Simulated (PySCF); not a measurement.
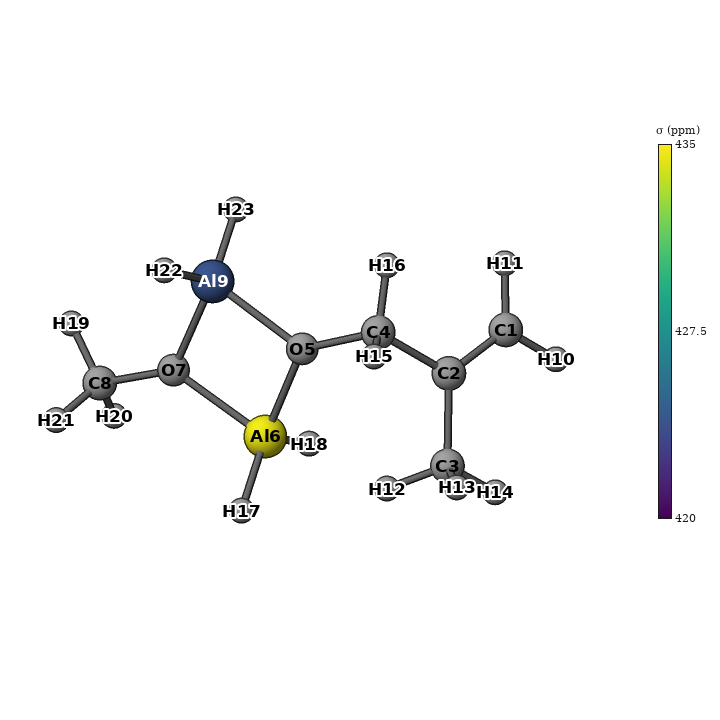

Atoms are coloured by their isotropic NMR shieldings (Al only, the others grey). The geometry was computed by an optimisation with GFN2-xTB. No frequency run is at hand to confirm it as a minimum. Level of theory: GIAO PBE0/pcSseg-1 NMR shielding, non-relativistic, gas phase (PySCF 2.14.0).

List the isotropic NMR shieldings of the Al atoms.

```json
{"atom": "Al6", "σ (ppm)": "434.5"}
{"atom": "Al9", "σ (ppm)": "423.8"}
```

The geometry is semi-empirical. Around Al such bond lengths and angles can be off by a tenth of an ångström or more and by several degrees, and values that hang on the shape move with them.
